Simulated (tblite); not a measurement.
**Geometry relaxation, with input and output: C$_{5}$H$_{8}$BrO**

The run: geometry relaxation of C$_{5}$H$_{8}$BrO, multiplicity 2. Method and program: GFN2-xTB geometry optimisation, gas phase (tblite 0.8.0).

It belongs to a series of runs on one base structure; here: H removed from sp3 C.

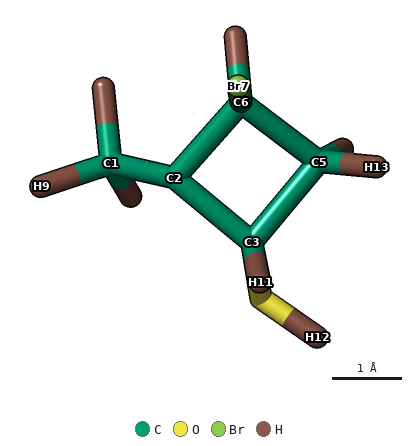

Figure 1. The structure as given in the input (stick view, seen at an oblique angle; atoms are numbered from 1 in the order of the input). Bond lengths as drawn: Br–C 1.95 Å, C–C 1.47 to 1.52 Å, C–H 1.09 to 1.13 Å, C–O 1.36 Å and H–O 1.00 Å.

### Results in brief

- outcome: converged
- total energy: −621.9129 eV
- hardware: 1 CPU thread, shared host
- peak memory: 0.17 GiB

### Input file
```
{"job": {"kind": "relax", "xc": "GFN2-xTB", "basis": "xTB"}, "charge": 0, "multiplicity": 2}
C      1.764300    -0.637800    -0.061100
C      0.635700     0.241400    -0.496600
C     -0.711200    -0.310300    -0.673400
O     -0.930200    -1.655300    -0.610700
C     -1.176100     0.396900     0.595200
C      0.078600     1.220600     0.497400
Br    -0.141000     2.923900    -0.421300
H      1.499100    -1.657700     0.225300
H      2.520900    -0.654600    -0.881800
H      2.297800    -0.200600     0.818300
H     -1.197500     0.138400    -1.587900
H     -1.906400    -1.810600    -0.782600
H     -2.098500     1.014000     0.452100
H     -1.240900    -0.304800     1.429500
H      0.600900     1.304500     1.475800
```

The first line tells a small driver script what to run in tblite; the rest is the geometry in Å.

Launch command:
```bash
OMP_NUM_THREADS=1 python <driver script> task.json out
```

### Log
```
step      E/eV     max force
  0    -621.00175    2.376
  1    -621.27664    1.491
  2    -621.37445    1.045
  3    -621.48847    0.541
  4    -621.52624    0.392
  5    -621.55079    0.340
  6    -621.56840    0.310
  7    -621.58380    0.346
  8    -621.59405    0.269
  9    -621.60199    0.272
 10    -621.60884    0.277
 11    -621.61553    0.241
 12    -621.62235    0.235
 13    -621.63057    0.272
 14    -621.64237    0.406
 15    -621.65821    0.456
 16    -621.67532    0.393
 17    -621.69286    0.380
 18    -621.71045    0.337
 19    -621.73051    0.456
 20    -621.75198    0.425
 21    -621.76662    0.420
 22    -621.77042    0.469
 23    -621.78422    0.204
 24    -621.79161    0.195
 25    -621.80481    0.228
 26    -621.81516    0.241
 27    -621.82505    0.221
 28    -621.83118    0.214
 29    -621.83648    0.219
 30    -621.84183    0.234
 31    -621.84718    0.221
 32    -621.85282    0.207
 33    -621.86017    0.223
 34    -621.86833    0.220
 35    -621.87388    0.389
 36    -621.87948    0.229
 37    -621.88326    0.165
 38    -621.88829    0.125
 39    -621.89056    0.146
 40    -621.89315    0.106
 41    -621.89490    0.092
 42    -621.89733    0.108
 43    -621.89944    0.120
 44    -621.90092    0.077
 45    -621.90176    0.075
 46    -621.90249    0.075
 47    -621.90332    0.080
 48    -621.90422    0.076
 49    -621.90513    0.069
 50    -621.90614    0.087
 51    -621.90741    0.092
 52    -621.90880    0.082
 53    -621.90989    0.059
 54    -621.91047    0.058
 55    -621.91080    0.045
 56    -621.91110    0.044
 57    -621.91138    0.033
 58    -621.91157    0.026
 59    -621.91166    0.022
 60    -621.91173    0.019
 61    -621.91180    0.021
 62    -621.91188    0.024
 63    -621.91196    0.023
 64    -621.91202    0.016
 65    -621.91207    0.018
 66    -621.91212    0.018
 67    -621.91217    0.025
 68    -621.91225    0.033
 69    -621.91234    0.029
 70    -621.91241    0.023
 71    -621.91247    0.022
 72    -621.91253    0.024
 73    -621.91262    0.024
 74    -621.91272    0.027
 75    -621.91282    0.024
 76    -621.91288    0.016
 77    -621.91291    0.009
```

### Trajectory as extended XYZ (Å, eV, eV/Å), 7 of the 78 frames kept, from step=0 to step=77
```
15
Properties=species:S:1:pos:R:3:forces:R:3 step=0 energy=-621.00175
C     1.7643   -0.6378   -0.0611    1.3180   0.7860  -0.1330
C     0.6357    0.2414   -0.4966    1.1030  -1.0410   1.7740
C    -0.7112   -0.3103   -0.6734   -1.8500   0.0450  -1.4900
O    -0.9302   -1.6553   -0.6107   -1.2680  -1.6880  -0.7880
C    -1.1761    0.3969    0.5952   -1.4440   1.4470  -0.5300
C     0.0786    1.2206    0.4974    1.1810   0.1260   1.0380
Br   -0.1410    2.9239   -0.4213   -0.1380   0.4400   0.3310
H     1.4991   -1.6577    0.2253   -0.2810   0.1440  -0.4430
H     2.5209   -0.6546   -0.8818   -0.4380  -0.3290   0.4770
H     2.2978   -0.2006    0.8183   -0.3750  -0.1120  -0.5950
H    -1.1975    0.1384   -1.5879    0.1710  -0.2340   0.4390
H    -1.9064   -1.8106   -0.7826    1.4990   0.0570   0.2680
H    -2.0985    1.0140    0.4521    0.3610  -0.6650   0.4690
H    -1.2409   -0.3048    1.4295    0.1060   0.3870  -0.0800
H     0.6009    1.3045    1.4758    0.0570   0.6380  -0.7370
15
Properties=species:S:1:pos:R:3:forces:R:3 step=13 energy=-621.63057
C     1.8285   -0.6564   -0.0709    0.1620  -0.0540   0.0120
C     0.6033    0.1244   -0.2819    0.1940   0.1240   0.0240
C    -0.7683   -0.3447   -0.6706    0.0490   0.0420   0.0260
O    -0.9410   -1.7288   -0.6941   -0.0400   0.0210   0.0620
C    -1.2540    0.4634    0.5739   -0.1640  -0.0070  -0.0660
C     0.0829    1.1959    0.5499   -0.0420  -0.1630   0.2140
Br   -0.1233    3.0464   -0.3701   -0.0070  -0.0560  -0.1200
H     1.5629   -1.6894    0.1487   -0.0710  -0.1190  -0.0610
H     2.4872   -0.6809   -0.9399   -0.0660   0.0610  -0.1520
H     2.3996   -0.2586    0.7650    0.0390   0.1040   0.0200
H    -1.1147    0.1295   -1.6084   -0.0200  -0.1160   0.1360
H    -1.8736   -1.9414   -0.8110    0.0240   0.0520  -0.0480
H    -2.1626    1.0504    0.4912   -0.1110   0.1220  -0.1330
H    -1.3247   -0.1963    1.4387    0.0400   0.0390  -0.0030
H     0.5936    1.4946    1.4576    0.0130  -0.0490   0.0890
15
Properties=species:S:1:pos:R:3:forces:R:3 step=26 energy=-621.81516
C     1.8927   -0.6592   -0.1510   -0.0490   0.1100   0.0090
C     0.6071    0.0256    0.0635    0.0280  -0.1840  -0.1390
C    -0.7218   -0.3961   -0.5068   -0.0810  -0.0030   0.0170
O    -0.9664   -1.7701   -0.4916   -0.0850  -0.0710  -0.1060
C    -1.3605    0.5008    0.5930    0.0070   0.1880   0.1500
C     0.0393    1.0185    0.8363    0.1340  -0.0850   0.1140
Br   -0.0181    3.0520   -0.5895    0.1130   0.0130  -0.0340
H     1.6971   -1.7327   -0.0350    0.1250   0.1720  -0.0090
H     2.2361   -0.5111   -1.1822   -0.0480   0.0160   0.1680
H     2.6685   -0.3327    0.5409   -0.1010   0.0030  -0.0700
H    -0.8976    0.0335   -1.5035    0.0450  -0.0190   0.0200
H    -1.7782   -1.9526   -0.9795    0.0550  -0.0170   0.1050
H    -2.1208    1.2040    0.2712   -0.0510   0.0940  -0.0130
H    -1.7215   -0.0627    1.4508   -0.0180  -0.1230  -0.0620
H     0.4398    1.5907    1.6614   -0.0700  -0.0940  -0.1520
15
Properties=species:S:1:pos:R:3:forces:R:3 step=38 energy=-621.88829
C     1.9036   -0.5917   -0.1711    0.0200   0.0330  -0.0310
C     0.5707   -0.0544    0.1159   -0.0310   0.0590  -0.0070
C    -0.7623   -0.4248   -0.4892   -0.0170  -0.0050   0.0310
O    -1.0427   -1.7945   -0.4511    0.0340   0.0390  -0.0440
C    -1.3926    0.4872    0.6174    0.0030  -0.0650  -0.1070
C     0.0230    0.8477    0.9694   -0.0440  -0.0220  -0.0360
Br    0.2413    3.0472   -0.7721    0.0520  -0.0430   0.0110
H     1.8783   -1.6786   -0.0865    0.0060   0.0130   0.0270
H     2.1737   -0.3597   -1.1998    0.0530   0.0170  -0.0810
H     2.6461   -0.1747    0.5002    0.0710   0.0010   0.0470
H    -0.8928   -0.0074   -1.4981    0.0100  -0.0380   0.0840
H    -1.8550   -1.9681   -0.9333   -0.1090  -0.0280  -0.0020
H    -2.0376    1.2949    0.2784   -0.0370  -0.0490   0.0340
H    -1.8910   -0.1126    1.3787    0.0090   0.1190   0.0310
H     0.4329    1.4975    1.7194   -0.0210  -0.0320   0.0410
15
Properties=species:S:1:pos:R:3:forces:R:3 step=51 energy=-621.90741
C     1.9204   -0.5415   -0.1858   -0.0280   0.0230  -0.0180
C     0.5597   -0.0668    0.1037    0.0410   0.0010  -0.0280
C    -0.7790   -0.4400   -0.4980    0.0350  -0.0360  -0.0020
O    -1.0668   -1.8061   -0.4888   -0.0420  -0.0620   0.0070
C    -1.4099    0.4628    0.6099    0.0040   0.0320   0.0460
C     0.0038    0.8129    0.9742   -0.0220   0.0150   0.0300
Br    0.4034    2.9589   -0.7918    0.0160  -0.0220   0.0220
H     1.9405   -1.6296   -0.0943    0.0430   0.0650  -0.0040
H     2.2039   -0.2972   -1.2124   -0.0640  -0.0140   0.0530
H     2.6341   -0.0855    0.4979   -0.0100  -0.0670  -0.0280
H    -0.9081   -0.0110   -1.4998   -0.0110   0.0160  -0.0290
H    -1.9495   -1.9546   -0.8474    0.0490   0.0410   0.0310
H    -2.0442    1.2775    0.2664   -0.0150  -0.0250   0.0150
H    -1.9186   -0.1051    1.3908    0.0150   0.0220  -0.0880
H     0.4058    1.4333    1.7535   -0.0100   0.0120  -0.0090
15
Properties=species:S:1:pos:R:3:forces:R:3 step=64 energy=-621.91202
C     1.9182   -0.5237   -0.1931    0.0060   0.0020  -0.0040
C     0.5576   -0.0709    0.1193    0.0020   0.0090  -0.0020
C    -0.7740   -0.4459   -0.4964   -0.0090   0.0080   0.0040
O    -1.0697   -1.8116   -0.4770   -0.0030   0.0130   0.0030
C    -1.4166    0.4617    0.6017   -0.0070  -0.0070  -0.0060
C    -0.0082    0.8060    0.9880   -0.0050   0.0040  -0.0010
Br    0.4773    2.9069   -0.7811    0.0080   0.0100   0.0070
H     1.9649   -1.6103   -0.1151   -0.0010   0.0000  -0.0130
H     2.1644   -0.2618   -1.2229    0.0050  -0.0130  -0.0060
H     2.6450   -0.0701    0.4757   -0.0080   0.0010   0.0060
H    -0.8933   -0.0247   -1.5046    0.0010  -0.0080   0.0140
H    -1.9647   -1.9442   -0.8072    0.0090  -0.0080   0.0070
H    -2.0469    1.2773    0.2531    0.0100  -0.0080  -0.0050
H    -1.9407   -0.1098    1.3667   -0.0070   0.0010  -0.0020
H     0.3823    1.4292    1.7710   -0.0020  -0.0040  -0.0010
15
Properties=species:S:1:pos:R:3:forces:R:3 step=77 energy=-621.91291
C     1.9142   -0.5196   -0.2020   -0.0020   0.0050   0.0020
C     0.5548   -0.0639    0.1129    0.0010  -0.0050   0.0020
C    -0.7761   -0.4491   -0.4976    0.0060  -0.0020  -0.0010
O    -1.0569   -1.8175   -0.4604   -0.0030  -0.0010   0.0070
C    -1.4218    0.4625    0.5942    0.0040   0.0010   0.0030
C    -0.0143    0.8066    0.9857   -0.0010  -0.0050   0.0010
Br    0.5208    2.9316   -0.7475   -0.0050   0.0000   0.0050
H     1.9549   -1.6069   -0.1289    0.0010   0.0050  -0.0030
H     2.1638   -0.2569   -1.2309   -0.0060   0.0000  -0.0010
H     2.6418   -0.0716    0.4693    0.0030   0.0000   0.0070
H    -0.9027   -0.0419   -1.5097    0.0000   0.0030  -0.0090
H    -1.9540   -1.9649   -0.7775   -0.0080  -0.0040  -0.0020
H    -2.0463    1.2787    0.2375    0.0040   0.0000  -0.0080
H    -1.9546   -0.1031    1.3577    0.0040   0.0040   0.0030
H     0.3720    1.4240    1.7752    0.0030  -0.0020  -0.0050
```

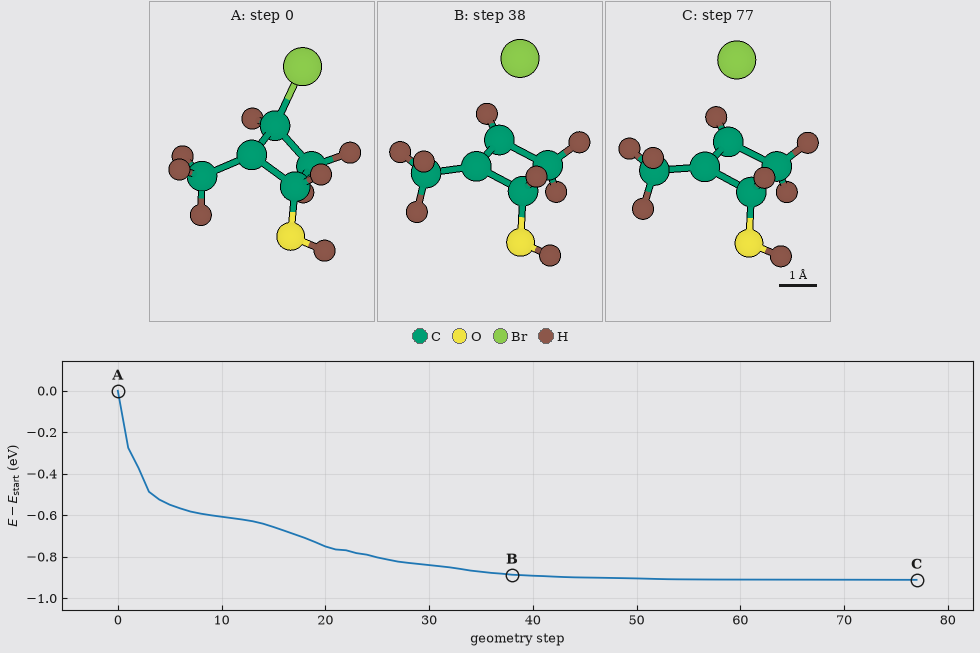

Figure 2. Frames of the relaxation (ball-and-stick view, seen at a tilt) above the curves, on which the letters mark them (steps are counted from 0).

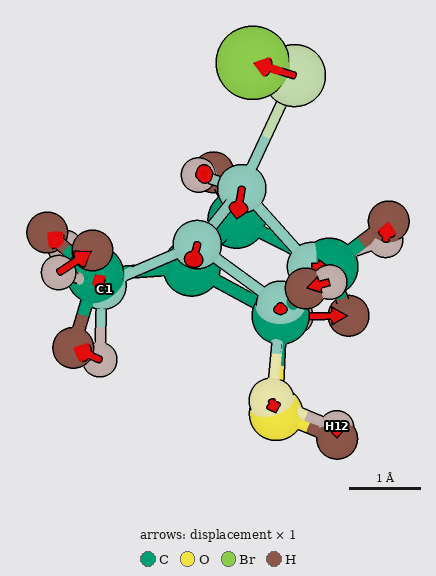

Figure 3. Start (faint) and end (solid) with the displacements as red arrows, at true length (ball-and-stick view, seen at a tilt). The two geometries are laid on each other by the best rigid fit. After 77 geometry steps the energy has fallen by 0.911 eV. Largest force component: 1.9 eV/Å at the start, 0.009 eV/Å at the end. The largest move after the best rigid fit is that of H14, 0.75 Å. By element the largest moves are H 0.75 Å, Br 0.73 Å, C 0.69 Å, O 0.24 Å. Distances before and after: C6–Br7 1.948 → 2.794 Å, C2–C6 1.502 → 1.358 Å, C2–C3 1.466 → 1.514 Å, O4–H12 1.003 → 0.963 Å. Bonds break: C6–Br7 (1.95 → 2.79 Å). Among the angles that change: C5–C6–H15 112.1° → 131.4°, C1–C2–C6 118.1° → 136.5°, C2–C6–H15 117.2° → 133.7°. (Atoms are counted from 1 in the order of the input.)
